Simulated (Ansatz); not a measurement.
# InH₃O₂ + HF: a complex and its separated parts, part 2 of 2

Ansatz 0.2.0, Gaussian basis. The steps go on from the part before.

## 13. CAM-B3LYP-D4/def2-TZVPP

The inputs:

parta/in.yaml

```yaml
crystal:
  periodic: [false, false, false]
  atoms:
    - {symbol: In, position_ang: [-0.145513, -0.568606, -0.392158]}
    - {symbol: H, position_ang: [1.324667, -1.359479, -0.052339]}
    - {symbol: O, position_ang: [-0.492054, 0.675077, -1.887075]}
    - {symbol: O, position_ang: [-1.826238, -0.721774, 0.634155]}
    - {symbol: H, position_ang: [0.274395, 0.813737, -2.447506]}
    - {symbol: H, position_ang: [-1.755261, -1.311259, 1.387961]}
basis:
  gaussian: {orbitals: def2-TZVPP}
hamiltonian: {xc: {name: CAM-B3LYP}, dispersion: d4}
```

partb/in.yaml

```yaml
crystal:
  periodic: [false, false, false]
  atoms:
    - {symbol: H, position_ang: [1.726780, 1.146747, 1.551464]}
    - {symbol: F, position_ang: [0.893224, 1.325556, 1.205497]}
basis:
  gaussian: {orbitals: def2-TZVPP}
hamiltonian: {xc: {name: CAM-B3LYP}, dispersion: d4}
```

One command serves all of them, each in its own folder.

The run is started by

```sh
ansatz run in.yaml --threads 4 --pin off --events-out ev --progress --plain --max-ram 9574MiB
```

Output in parta, cut to the lines that bear on the results:

```text
Functional definition: CAM-B3LYP
  name "CAM-B3LYP"
  cite "Yanai, Tew & Handy, Chem. Phys. Lett. 393, 51 (2004) doi:10.1016/j.cplett.2004.06.011"
  cite "Iikura, Tsuneda, Yanai & Hirao, J. Chem. Phys. 115, 3540 (2001) doi:10.1063/1.1383587"
  cite "Becke, Phys. Rev. A 38, 3098 (1988) doi:10.1103/PhysRevA.38.3098"
  cite "Lee, Yang & Parr, Phys. Rev. B 37, 785 (1988) doi:10.1103/PhysRevB.37.785"
[...]
  # Exact exchange under (alpha + beta erf(omega r))/r, Becke's under what is left of 1/r.
[...]
944 factors; their error is unknown
242 factors; integrals over basis functions are off by at most 2.1e-5 eV
[...]
mean field -9317.46960093 eV, -342.4106922264 hartree, gradient 2.0e-5 eV, S^2 0.000000; 0 other end points of the search recorded, 0 dependent functions left out
reference -9317.46972538 eV, -342.4106967998 hartree; 20, 20 occupied and 134, 134 virtual orbitals, 944 factors
Total energy: -9317.53784193 eV, -342.4132000370 hartree
```

partb printed, cut to the lines that bear on the results:

```text
[... 6 set-up lines as earlier in the session ...]
[...]
  # Exact exchange under (alpha + beta erf(omega r))/r, Becke's under what is left of 1/r.
[...]
215 factors; their error is unknown
48 factors; integrals over basis functions are off by at most 4.9e-5 eV
[...]
mean field -2733.85902753 eV, -100.4674661855 hartree, gradient 6.2e-5 eV, S^2 0.000000; 0 other end points of the search recorded, 0 dependent functions left out
reference -2733.85907166 eV, -100.4674678073 hartree; 5, 5 occupied and 40, 40 virtual orbitals, 215 factors
Total energy: -2733.86051198 eV, -100.4675207382 hartree
```

Times: 1 s (parta), 0.15 s (partb) on 4 threads of Arm Neoverse V2, shared host.

## 14. wB97X-V/def2-TZVPP

The same edit goes into each in.yaml of step 13 (parta, partb):

```diff
-hamiltonian: {xc: {name: CAM-B3LYP}, dispersion: d4}
+hamiltonian: {xc: {name: wB97X-V}}
```

The same command starts each run, in its folder.

The run is started by

```sh
ansatz run in.yaml --threads 4 --pin off --events-out ev --progress --plain --max-ram 9574MiB
```

Output in parta, cut to the lines that bear on the results:

```text
Functional definition: wB97X-V
  name "wB97X-V"
  cite "Mardirossian & Head-Gordon, Phys. Chem. Chem. Phys. 16, 9904 (2014) doi:10.1039/C3CP54374A"
[... 2 set-up lines as earlier in the session ...]
[...]
      + integral(e_c_pw_opposite_spin*poly(b97_u_opposite, cos0, cos1)) + vv10(b, c)
931 factors; their error is unknown
204 factors; integrals over basis functions are off by at most 2.3e-5 eV
[...]
mean field -9317.30012518 eV, -342.4044641073 hartree, gradient 1.8e-5 eV, S^2 0.000000; 0 other end points of the search recorded, 0 dependent functions left out
reference -9317.30012266 eV, -342.4044640150 hartree; 20, 20 occupied and 134, 134 virtual orbitals, 931 factors
Total energy: -9317.30012266 eV, -342.4044640150 hartree
```

Log of partb, cut to the lines that bear on the results:

```text
[... 5 set-up lines as earlier in the session ...]
[...]
      + integral(e_c_pw_opposite_spin*poly(b97_u_opposite, cos0, cos1)) + vv10(b, c)
215 factors; their error is unknown
48 factors; integrals over basis functions are off by at most 2.2e-5 eV
[...]
mean field -2733.49560687 eV, -100.4541107225 hartree, gradient 1.0e-5 eV, S^2 0.000000; 0 other end points of the search recorded, 0 dependent functions left out
reference -2733.49560627 eV, -100.4541107007 hartree; 5, 5 occupied and 40, 40 virtual orbitals, 215 factors
Total energy: -2733.49560627 eV, -100.4541107007 hartree
```

Wall times: 2.4 s (parta), 0.25 s (partb) on 4 threads of Arm Neoverse V2, shared host.

## 15. wB97M-V/def2-TZVPP

The same edit goes into each in.yaml of step 14 (parta, partb):

```diff
-hamiltonian: {xc: {name: wB97X-V}}
+hamiltonian: {xc: {name: wB97M-V}}
```

The same command starts each run, in its folder.

The run is started by

```sh
ansatz run in.yaml --threads 4 --pin off --events-out ev --progress --plain --max-ram 9574MiB
```

Log of parta, cut to the lines that bear on the results:

```text
Functional definition: wB97M-V
  name "wB97M-V"
  cite "Mardirossian & Head-Gordon, J. Chem. Phys. 144, 214110 (2016) doi:10.1063/1.4952647"
[... 2 set-up lines as earlier in the session ...]
  # Of w^i u^j: cxij and so on, Table III.
[...]
  gx(w, u) = 1 - cx + cx01*u + cx10*w
[...]
      + integral(e_c_pw_mod_opposite_spin*gos(b97_w_opposite, b97_u_opposite)) + vv10(b, c)
903 factors; their error is unknown
204 factors; integrals over basis functions are off by at most 2.3e-5 eV
[...]
mean field -9316.55125855 eV, -342.3769437664 hartree, gradient 1.9e-5 eV, S^2 0.000000; 0 other end points of the search recorded, 0 dependent functions left out
reference -9316.55132253 eV, -342.3769461177 hartree; 20, 20 occupied and 134, 134 virtual orbitals, 903 factors
Total energy: -9316.55132253 eV, -342.3769461177 hartree
```

Output in partb, cut to the lines that bear on the results:

```text
[... 5 set-up lines as earlier in the session ...]
  # Of w^i u^j: cxij and so on, Table III.
[...]
  gx(w, u) = 1 - cx + cx01*u + cx10*w
[...]
      + integral(e_c_pw_mod_opposite_spin*gos(b97_w_opposite, b97_u_opposite)) + vv10(b, c)
215 factors; their error is unknown
48 factors; integrals over basis functions are off by at most 2.2e-5 eV
[...]
mean field -2733.67553264 eV, -100.4607228726 hartree, gradient 1.2e-5 eV, S^2 0.000000; 0 other end points of the search recorded, 0 dependent functions left out
reference -2733.67554730 eV, -100.4607234116 hartree; 5, 5 occupied and 40, 40 virtual orbitals, 215 factors
Total energy: -2733.67554730 eV, -100.4607234116 hartree
```

Wall times: 2.6 s (parta), 0.25 s (partb) on 4 threads of Arm Neoverse V2, shared host.

## 16. B2PLYP/def2-TZVPP

Each input of step 15 (parta, partb) changes in the same lines:

```diff
-hamiltonian: {xc: {name: wB97M-V}}
+hamiltonian: {xc: {name: B2PLYP}}
```

Each run has its own folder and the same command.

The run is started by

```sh
ansatz run in.yaml --threads 4 --pin off --events-out ev --progress --plain --max-ram 9574MiB
```

parta printed, cut to the lines that bear on the results:

```text
Functional definition: B2PLYP
  name "B2PLYP"
  cite "Grimme, J. Chem. Phys. 124, 034108 (2006) doi:10.1063/1.2148954"
[... 2 set-up lines as earlier in the session ...]
[...]
1125 factors; integrals over basis functions are off by at most 7.3e-4 eV
[...]
mean field -9303.92894550 eV, -341.9130823175 hartree, gradient 4.8e-6 eV, S^2 0.000000; 0 other end points of the search recorded, 0 dependent functions left out
6 core orbitals not correlated: weight in the atoms' cores, before any rotation towards them, 1.000 or more for the frozen orbitals, at most 0.000 for the correlated occupied ones
reference -9303.92910224 eV, -341.9130880776 hartree; 14, 14 occupied and 134, 134 virtual orbitals, 1125 factors
second order -25.81573720 eV of doubles, -0.00000000 eV of singles
Total energy: -9310.89935128 eV, -342.1692400054 hartree
```

partb printed, cut to the lines that bear on the results:

```text
[... 5 set-up lines as earlier in the session ...]
[...]
287 factors; integrals over basis functions are off by at most 1.0e-3 eV
[...]
mean field -2730.72523775 eV, -100.3523015354 hartree, gradient 1.4e-6 eV, S^2 0.000000; 0 other end points of the search recorded, 0 dependent functions left out
1 core orbitals not correlated: weight in the atoms' cores, before any rotation towards them, 1.000 or more for the frozen orbitals, at most 0.000 for the correlated occupied ones
reference -2730.72529446 eV, -100.3523036192 hartree; 4, 4 occupied and 40, 40 virtual orbitals, 287 factors
second order -8.59403625 eV of doubles, -0.00000000 eV of singles
Total energy: -2733.04568424 eV, -100.4375763710 hartree
```

Times: 1.6 s (parta), 0.15 s (partb) on 4 threads of Arm Neoverse V2, shared host.

## 17. PBE-QIDH/def2-TZVPP

Each input of step 16 (parta, partb) changes in the same lines:

```diff
-hamiltonian: {xc: {name: B2PLYP}}
+hamiltonian: {xc: {name: PBE-QIDH}}
```

One command serves all of them, each in its own folder.

The run is started by

```sh
ansatz run in.yaml --threads 4 --pin off --events-out ev --progress --plain --max-ram 9574MiB
```

Output in parta, cut to the lines that bear on the results:

```text
Functional definition: PBE-QIDH
  name "PBE-QIDH"
  cite "Brémond, Sancho-García, Pérez-Jiménez & Adamo, J. Chem. Phys. 141, 031101 (2014) doi:10.1063/1.4890314"
[... 1 set-up line as earlier in the session ...]
[...]
1125 factors; integrals over basis functions are off by at most 7.3e-4 eV
[...]
mean field -9300.80872140 eV, -341.7984161970 hartree, gradient 3.8e-6 eV, S^2 0.000000; 0 other end points of the search recorded, 0 dependent functions left out
6 core orbitals not correlated: weight in the atoms' cores, before any rotation towards them, 1.000 or more for the frozen orbitals, at most 0.000 for the correlated occupied ones
reference -9300.80873538 eV, -341.7984167107 hartree; 14, 14 occupied and 134, 134 virtual orbitals, 1125 factors
second order -23.90163912 eV of doubles, -0.00000000 eV of singles
Total energy: -9308.77594842 eV, -342.0912063896 hartree
```

partb printed, cut to the lines that bear on the results:

```text
[... 4 set-up lines as earlier in the session ...]
[...]
287 factors; integrals over basis functions are off by at most 1.0e-3 eV
[...]
mean field -2728.92249836 eV, -100.2860520848 hartree, gradient 3.8e-6 eV, S^2 0.000000; 0 other end points of the search recorded, 0 dependent functions left out
1 core orbitals not correlated: weight in the atoms' cores, before any rotation towards them, 1.000 or more for the frozen orbitals, at most 0.000 for the correlated occupied ones
reference -2728.92250172 eV, -100.2860522080 hartree; 4, 4 occupied and 40, 40 virtual orbitals, 287 factors
second order -8.07153732 eV of doubles, -0.00000000 eV of singles
Total energy: -2731.61301416 eV, -100.3849267165 hartree
```

Times: 1.6 s (parta), 0.15 s (partb) on 4 threads of Arm Neoverse V2, shared host.

## 18. RPA on PBE/def2-TZVPP

The same edit goes into each in.yaml of step 17 (parta, partb):

```diff
-hamiltonian: {xc: {name: PBE-QIDH}}
+hamiltonian: {xc: pbe}
+correlation: {method: rpa}
```

The same command starts each run, in its folder.

The run is started by

```sh
ansatz run in.yaml --threads 4 --pin off --events-out ev --progress --plain --max-ram 9574MiB
```

parta printed, cut to the lines that bear on the results:

```text
[... 4 set-up lines as earlier in the session ...]
[...]
1125 factors; integrals over basis functions are off by at most 7.3e-4 eV
[...]
mean field -9315.02237510 eV, -342.3207583362 hartree, gradient 6.4e-6 eV, S^2 0.000000; 0 other end points of the search recorded, 0 dependent functions left out
6 core orbitals not correlated: weight in the atoms' cores, before any rotation towards them, 1.000 or more for the frozen orbitals, at most 0.000 for the correlated occupied ones
reference -9271.33044385 eV, -340.7151094779 hartree; 14, 14 occupied and 134, 134 virtual orbitals, 1125 factors
Total energy: -9303.01290006 eV, -341.8794182684 hartree
```

Output in partb, cut to the lines that bear on the results:

```text
[... 4 set-up lines as earlier in the session ...]
[...]
287 factors; integrals over basis functions are off by at most 1.0e-3 eV
[...]
mean field -2731.84357616 eV, -100.3933997138 hartree, gradient 9.3e-7 eV, S^2 0.000000; 0 other end points of the search recorded, 0 dependent functions left out
1 core orbitals not correlated: weight in the atoms' cores, before any rotation towards them, 1.000 or more for the frozen orbitals, at most 0.000 for the correlated occupied ones
reference -2722.68124114 eV, -100.0566901121 hartree; 4, 4 occupied and 40, 40 virtual orbitals, 287 factors
Total energy: -2733.63265797 eV, -100.4591472575 hartree
```

Wall times: 1.8 s (parta), 0.15 s (partb) on 4 threads of Arm Neoverse V2, shared host.

## 19. CCSD(T)/def2-TZVPP

Each input of step 18 (parta, partb) changes in the same lines:

```diff
-hamiltonian: {xc: pbe}
-correlation: {method: rpa}
+correlation: {method: ccsd_t}
```

Each run has its own folder and the same command.

The run is started by

```sh
ansatz run in.yaml --threads 4 --pin off --events-out ev --progress --plain --max-ram 9574MiB
```

Output in parta, cut to the lines that bear on the results:

```text
Functional definition: HF
  name "HF"
  cite "Fock, Z. Phys. 61, 126 (1930) doi:10.1007/BF01340294"
[... 1 set-up line as earlier in the session ...]
[...]
1125 factors; integrals over basis functions are off by at most 7.3e-4 eV
[...]
mean field -9272.77775941 eV, -340.7682973436 hartree, gradient 1.6e-6 eV, S^2 0.000000; 0 other end points of the search recorded, 0 dependent functions left out
6 core orbitals not correlated: weight in the atoms' cores, before any rotation towards them, 1.000 or more for the frozen orbitals, at most 0.000 for the correlated occupied ones
reference -9272.77775941 eV, -340.7682973436 hartree; 14, 14 occupied and 134, 134 virtual orbitals, 1125 factors
second order -21.32496924 eV of doubles, -0.00000000 eV of singles
cycle   1  -20.65947924 eV  change    6.7e-1 eV  update   1.2e-1
[...]
cycle  10  -21.30620087 eV  change   -2.3e-5 eV  update   1.4e-5
perturbative correction -0.72806520 eV, -0.0267559025 hartree
Total energy: -9294.81202547 eV, -341.5780416863 hartree
```

Log of partb, cut to the lines that bear on the results:

```text
[... 4 set-up lines as earlier in the session ...]
[...]
287 factors; integrals over basis functions are off by at most 1.0e-3 eV
[...]
mean field -2722.91270445 eV, -100.0651962320 hartree, gradient 4.5e-6 eV, S^2 0.000000; 0 other end points of the search recorded, 0 dependent functions left out
1 core orbitals not correlated: weight in the atoms' cores, before any rotation towards them, 1.000 or more for the frozen orbitals, at most 0.000 for the correlated occupied ones
reference -2722.91270445 eV, -100.0651962320 hartree; 4, 4 occupied and 40, 40 virtual orbitals, 287 factors
second order -7.36486015 eV of doubles, -0.00000000 eV of singles
cycle   1  -7.29621874 eV  change    6.9e-2 eV  update   3.9e-2
[...]
cycle   8  -7.43090006 eV  change    6.7e-7 eV  update   3.3e-6
perturbative correction -0.17033834 eV, -0.0062598184 hartree
Total energy: -2730.51394284 eV, -100.3445365905 hartree
```

They took 6 s (parta), 0.15 s (partb) on 4 threads of Arm Neoverse V2, shared host; peak memory 0.91 GiB.

## 20. Vibrations of InH₃O₂

File vib-parta/in.yaml:

```yaml
crystal:
  periodic: [false, false, false]
  atoms:
    - {symbol: In, position_ang: [-0.145513, -0.568606, -0.392158]}
    - {symbol: H, position_ang: [1.324667, -1.359479, -0.052339]}
    - {symbol: O, position_ang: [-0.492054, 0.675077, -1.887075]}
    - {symbol: O, position_ang: [-1.826238, -0.721774, 0.634155]}
    - {symbol: H, position_ang: [0.274395, 0.813737, -2.447506]}
    - {symbol: H, position_ang: [-1.755261, -1.311259, 1.387961]}
basis:
  gaussian: {orbitals: def2-TZVP}
hamiltonian: {xc: pbe0, dispersion: d4}
phonons: {temperatures: {t_min: 298.15, t_max: 900, t_step: 200}}
```

The run is started by

```sh
ansatz run in.yaml --threads 4 --pin off --events-out ev --progress --plain --max-ram 9574MiB
```

What it wrote, cut to the lines that bear on the results:

```text
[... 5 set-up lines as earlier in the session ...]
[...]
915 factors; their error is unknown
[...]
mean field -9314.73793248 eV, -342.3103052626 hartree, gradient 8.4e-6 eV, S^2 0.000000; 0 other end points of the search recorded, 0 dependent functions left out
[...]
Atom 3 at    -1.826238    -0.721774     0.634155 Å, force    -0.000139    -0.000003     0.000007 eV/Å
Atom 4 at     0.274395     0.813737    -2.447506 Å, force     0.000061     0.000069     0.000006 eV/Å
Atom 5 at    -1.755261    -1.311259     1.387961 Å, force     0.000018     0.000024     0.000087 eV/Å
Dipole moment:     0.648123    -0.348733     0.149763 e Å
Vibrations: 147.14 292.90 323.20 400.62 416.45 611.25 618.18 784.56 820.45 1857.90 3897.91 3898.44 cm⁻¹, zero-point energy 0.872166 eV
```

It took 14 s on 4 threads of Arm Neoverse V2, shared host.

The modes, with what each moves most:

```tsv
mode	wavenumber (cm⁻¹)	character
1	147	bend
2	293	torsion
3	323	torsion
4	401	torsion with out-of-plane bend
5	416	bend
6	611	In–O stretch
7	618	In–O stretch
8	785	bend
9	820	bend
10	1858	In–H stretch
11	3898	O–H stretch
12	3898	O–H stretch
```

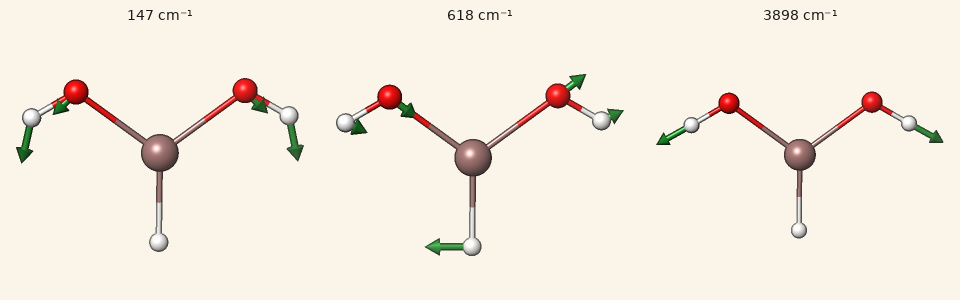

How the atoms move in 3 of the modes.

Vibrational sums (real modes only):

```tsv
T (K)	entropy (J/mol/K)	heat capacity (J/mol/K)
298	35.9	47.9
498	64.7	63.4
698	87.5	71.0
898	106.0	75.9
```

## 21. Vibrations of HF

File vib-partb/in.yaml:

```yaml
crystal:
  periodic: [false, false, false]
  atoms:
    - {symbol: H, position_ang: [1.726780, 1.146747, 1.551464]}
    - {symbol: F, position_ang: [0.893224, 1.325556, 1.205497]}
basis:
  gaussian: {orbitals: def2-TZVP}
hamiltonian: {xc: pbe0, dispersion: d4}
phonons: {temperatures: {t_min: 298.15, t_max: 900, t_step: 200}}
```

The run is started by

```sh
ansatz run in.yaml --threads 4 --pin off --events-out ev --progress --plain --max-ram 9574MiB
```

What it wrote, cut to the lines that bear on the results:

```text
[... 5 set-up lines as earlier in the session ...]
[...]
200 factors; their error is unknown
[...]
mean field -2731.80169997 eV, -100.3918607921 hartree, gradient 6.9e-6 eV, S^2 0.000000; 0 other end points of the search recorded, 0 dependent functions left out
[...]
reference -2731.80152041 eV, -100.3918541937 hartree; 5, 5 occupied and 32, 32 virtual orbitals, 200 factors
Total energy: -2731.80322170 eV, -100.3919167146 hartree
Atom 0 at     1.726780     1.146747     1.551464 Å, force     0.000494    -0.000106     0.000205 eV/Å
Atom 1 at     0.893224     1.325556     1.205497 Å, force    -0.000494     0.000106    -0.000205 eV/Å
Dipole moment:     0.363143    -0.077899     0.150722 e Å
Vibrations: 4153.01 cm⁻¹, zero-point energy 0.257454 eV
```

Run time: 0.65 s. Hardware: 4 threads of Arm Neoverse V2, shared host.

Wavenumbers and character of the modes:

```tsv
mode	wavenumber (cm⁻¹)	character
1	4153	F–H stretch
```

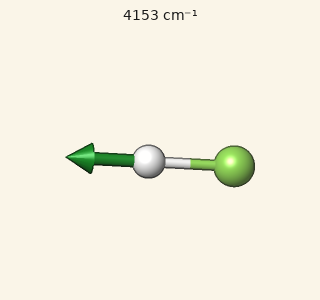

Displacements of 1 modes, as arrows.

Vibrational sums (real modes only):

```tsv
T (K)	entropy (J/mol/K)	heat capacity (J/mol/K)
298	0.0	0.0
498	0.0	0.0
698	0.0	0.1
898	0.1	0.5
```

## 22. Complex less separated parts

The complex's own energies come from single points at the same levels.

Rows are in def2-TZVPP; times add the 3 runs of a level on a shared host, so small differences are noise.

Differences are taken before rounding.

```tsv
method	rung	complex less parts (eV)	from CCSD(T) (eV)	time
SPW92	LDA	-0.305	-0.098	1.2 s
PBE-D4	GGA	-0.204	+0.004	1.9 s
BLYP-D4	GGA	-0.179	+0.028	2 s
r2SCAN-D4	meta-GGA	-0.248	-0.041	3.6 s
B97M-V	meta-GGA	-0.254	-0.047	6.7 s
PBE0-D4	hybrid	-0.209	-0.002	2.4 s
B3LYP-D4	hybrid	-0.200	+0.007	2.3 s
r2SCAN0-D4	hybrid	-0.245	-0.037	4 s
BHLYP-D4	hybrid	-0.235	-0.027	2.3 s
CAM-B3LYP-D4	range-separated hybrid	-0.234	-0.026	2.6 s
wB97X-V	range-separated hybrid	-0.240	-0.033	6.6 s
wB97M-V	range-separated hybrid	-0.249	-0.042	7.3 s
B2PLYP	double hybrid	-0.182	+0.026	4.5 s
PBE-QIDH	double hybrid	-0.203	+0.004	4.4 s
RPA on PBE	RPA	-0.172	+0.035	4.8 s
Hartree-Fock	wavefunction	-0.162	+0.045	
MP2	wavefunction	-0.206	+0.001	
CCSD	wavefunction	-0.201	+0.006	
CCSD(T)	wavefunction	-0.207	0	71 s
```

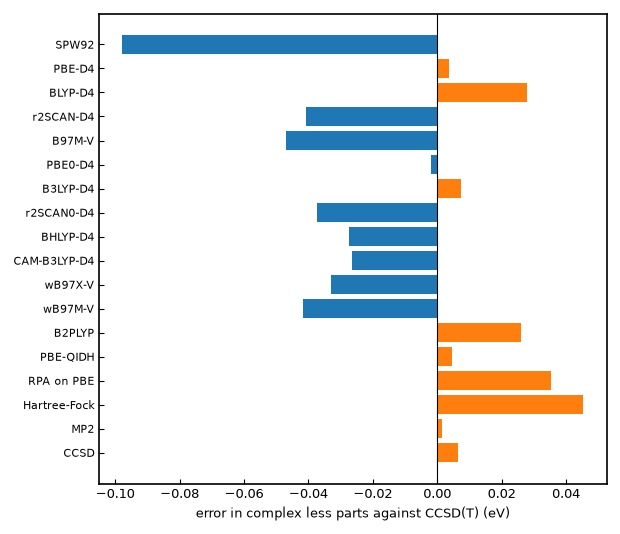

Deviations from CCSD(T), method by method.

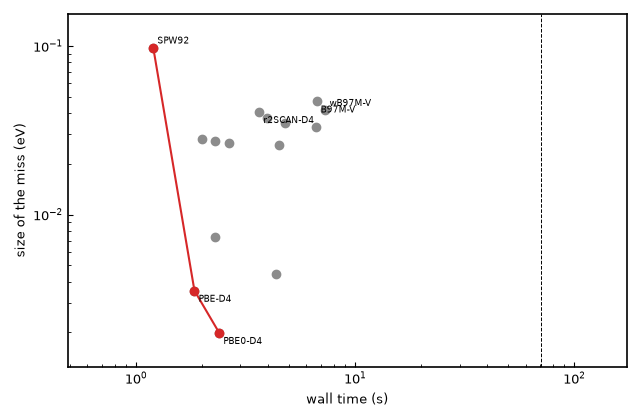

Miss against cost. Red marks the levels that no quicker level drawn beats (of those quicker than the yardstick), and the dashed line is the time of CCSD(T). Only those levels and the largest misses are named. Times are from a shared host.

PBE0-D4 reaches 0.002 eV from the reference in 2.4 s, where CCSD(T) took 71 s; the quickest level in the cost chart, SPW92, takes 1.2 s and misses by 0.098 eV.

The complex's zero-point energy, from a separate PBE0-D4 run, is 1.162 eV.

## 23. Summary of results

What follows sums up all 2 parts.

| quantity | value |
| --- | --- |
| complex less parts, CCSD(T)/def2-TZVPP | -0.207 eV |
| with zero-point energy | -0.175 eV |
| largest T1 diagnostic | 0.017 |

In words: At CCSD(T) the complex lies 0.207 eV below its parts. The functionals run from PBE0-D4, off by -0.002 eV, to SPW92, off by -0.098 eV, against CCSD(T). Mean unsigned error by rung: LDA 0.098, GGA 0.016, meta-GGA 0.044, hybrid 0.019, range-separated hybrid 0.034, double hybrid 0.015 eV. PBE-D4 gives a relative energy 0.004 eV too high, inside chemical accuracy (1 kcal/mol, 0.043 eV). No counterpoise was applied, and triple zeta lacks some correlation, so the CCSD(T) reference has a basis error of its own, and close matches with it are partly luck.
